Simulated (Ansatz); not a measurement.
## Electronic structure of SnGeH₆ in real space

Input file:

```
crystal:
  lattice:
    - [3.2204014685, 1.8592996532, 2.0984360326]
    - [-3.2204014685, 1.8592996532, 2.0984360326]
    - [0.0, -3.718599311, 2.0984360285]
  atoms:
    - { symbol: Sn, position: [0.5, 0.5, 0.5] }
    - { symbol: Ge, position: [0.0, 0.0, 0.0] }
    - { symbol: H, position: [0.9066556296, 0.2761246707, 0.2761246707] }
    - { symbol: H, position: [0.2761246707, 0.9066556296, 0.2761246707] }
    - { symbol: H, position: [0.2761246707, 0.2761246707, 0.9066556296] }
    - { symbol: H, position: [0.0933443704, 0.7238753293, 0.7238753293] }
    - { symbol: H, position: [0.7238753293, 0.0933443704, 0.7238753293] }
    - { symbol: H, position: [0.7238753293, 0.7238753293, 0.0933443704] }
kpoints:
  mp_grid: { grid: [8, 8, 8] }
  band_path:
    path:
      - [0.0, 0.0, 0.0]
      - [0.5, 0.0, 0.0]
      - [0.5, -0.5, 0.5]
      - [0.3789624859, -0.6210375141, 0.3789624859]
      - [0.5, -0.5, 0.0]
    npoints: 1
hamiltonian:
  xc: r2scan
  dispersion: rvv10
scf:
  occupations: { method: fermi_dirac, width: 0.03 }
  n_extra_bands: 6
output:
  forces: true
  stress: true
  eigenvalues: true
  write_density: true
  write_potential: true
  elf: true
  volumetric_format: npy
```

Run with:

```sh
ansatz run input.yaml --threads 4 --pin off --max-ram 4608MiB --backend cpu --events-out ev --progress --plain --runs-dir out
```

Below, planes, directions and counts refer to the conventional cell (a = 6.44 Å, b = 6.44 Å, c = 6.30 Å, α = 90.00°, β = 90.00°, γ = 120.00°).

Space group R-3m; a structure from a database of computed crystals, not necessarily the ambient phase; started from the LaAlH6-166 prototype, which need not be the ambient phase.

Theory: Ansatz 0.2.0, DFT, r2SCAN+rVV10, plane waves, PAW.

The density is the valence pseudo-density of a PAW calculation; it isn't the true density close to the nuclei.

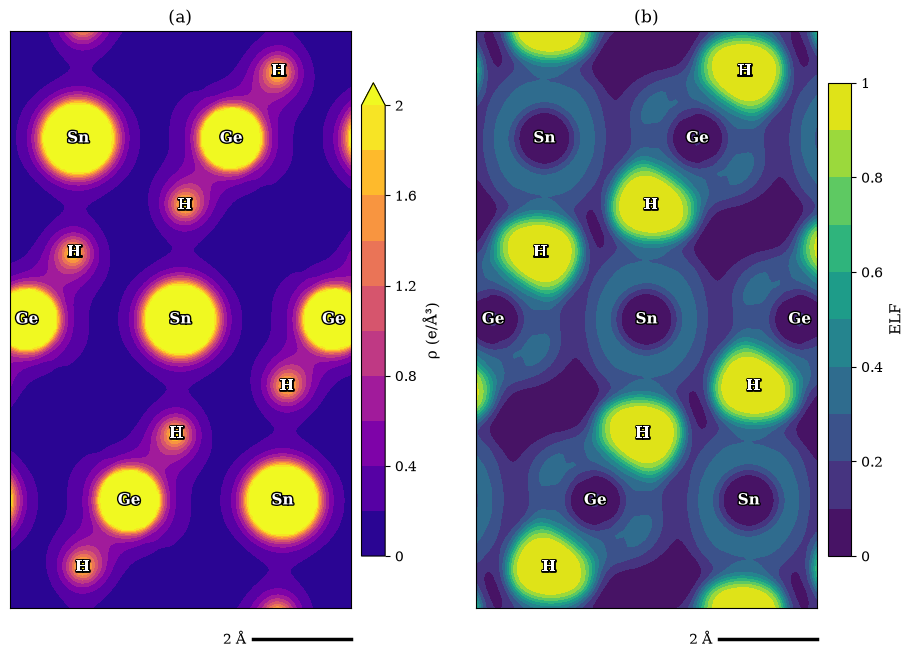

Figure 1. (a) valence charge density (pseudo); (b) ELF on the (110) plane of the conventional cell.

**Read the bonding off the picture.**

- The section cuts through Sn, Ge and H sites.
- Ge–H (1.68 Å): ρ is about 0.76 e/Å³ halfway; the ELF climbs to about 1 towards the hydrogen.
- Sn–H (2.35 Å): the density is about 0.29 e/Å³ at the midpoint; the ELF climbs to about 1 towards the hydrogen.
- Sn–H (2.58 Å): the density is about 0.19 e/Å³ at the midpoint; the ELF climbs to about 1 towards the hydrogen.
- Between the atoms the lowest density in this plane is 0.02 e/Å³.

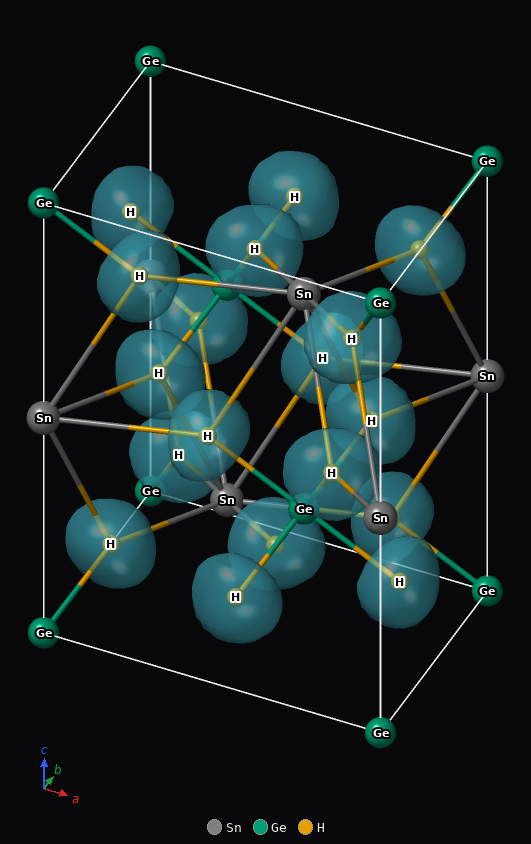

Figure 2. Isosurface of the electron localisation function at 0.9 (cyan), seen at an oblique angle. Core shells and regions of very low density are left out. Sticks mark near contacts.

**What do the ELF domains correspond to?**

The ELF exceeds this value in 18 regions around hydrogen nuclei, counted in one cell of 24 atoms. Regions shared between cells count once.
